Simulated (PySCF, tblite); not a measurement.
# C3H8N2SSi: geometry, infrared bands and NMR shifts

What infrared bands and NMR shifts should C3H8N2SSi (`C#CCS[SiH](N)N`) show?

Computed with tblite 0.8.0 and PySCF 2.14.0, with density-fitted response routines of our own, on a single molecule in the gas phase. Atoms count from 0, in the outputs and in this text.

## (1) Starting geometry

15 atoms, charge 0, multiplicity 1; geometry from: force field or distance geometry start.

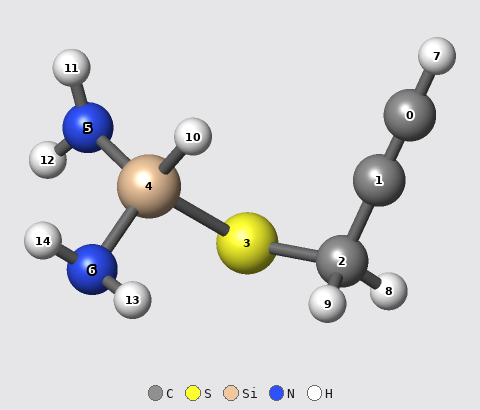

As it starts; carbon grey, sulfur yellow, silicon light orange, nitrogen blue, hydrogen white, atoms numbered; sticks join atoms by distance.

## (2) Relaxing the molecule with GFN2-xTB

The job: settings as JSON, then the geometry in Å.

```
{"job": {"kind": "relax", "xc": "GFN2-xTB", "basis": "xTB"}, "charge": 0, "multiplicity": 1}
C      3.163300     0.781100     0.105100
C      2.481800    -0.154000    -0.159100
C      1.651400    -1.316500    -0.473000
S      0.105100    -0.771000    -1.285300
Si    -1.134800     0.339800     0.104400
N     -2.067500     1.442000    -0.907300
N     -2.140600    -0.836100     0.963700
H      3.771600     1.631000     0.348300
H      2.217400    -1.890300    -1.246600
H      1.412300    -1.968800     0.370200
H     -0.203600     0.984200     1.017700
H     -2.137000     2.416200    -0.603000
H     -2.845100     1.054000    -1.426700
H     -1.511600    -1.433600     1.560200
H     -2.766900    -0.270000     1.609600
```

Started as:

```console
$ OMP_NUM_THREADS=1 python probes_run.py task.json out
```

One launch serves the whole session: the jobs run in the order shown.

**Question.** This job is followed by: GFN2-xTB harmonic vibrations, gas phase; GIAO PBE0/pcSseg-1 NMR shielding, non-relativistic, gas phase. What will the session give for the following? strongest single infrared mode (GFN2-xTB); zero-point energy (GFN2-xTB); 13C shifts against TMS (PBE0/pcSseg-1); 1H shifts against TMS (PBE0/pcSseg-1, means over atoms taken as alike); 33S shifts against CS2 (PBE0/pcSseg-1); 29Si shifts against TMS (PBE0/pcSseg-1); 15N shifts against NH3 (PBE0/pcSseg-1, means over atoms taken as alike); surface potential, least and greatest.

**Answer**, as computed:

```
                                                               quantity                       value
                              strongest single infrared mode (GFN2-xTB)        453 cm⁻¹, 298 km/mol
                                           zero-point energy (GFN2-xTB)               66.7 kcal/mol
                                 13C shifts against TMS (PBE0/pcSseg-1)        86.1, 79.8, 18.7 ppm
 1H shifts against TMS (PBE0/pcSseg-1, means over atoms taken as alike)  5.88, 3.20, 1.76, 0.78 ppm
                                 33S shifts against CS2 (PBE0/pcSseg-1)                     -78 ppm
                                29Si shifts against TMS (PBE0/pcSseg-1)                   -17.0 ppm
15N shifts against NH3 (PBE0/pcSseg-1, means over atoms taken as alike)                    31.2 ppm
                                  surface potential, least and greatest          -1.41 V and 1.71 V
```

Over 111 steps the energy fell by 0.510 eV; of the close pairs, N6–H14 changed most, 1.063 to 1.006 Å. All 39 modes are real, so the xTB geometry is a minimum. The strongest single mode, at 453 cm⁻¹, is carried by H11, H12, H14, H13. GFN2-xTB is a fitted tight-binding method: band positions and strengths are rough. Its intensities can rank the bands wrongly. At PBE0/pcSseg-1: The largest span, 332 ppm, is at S3, where the paramagnetic term is -479 ppm.
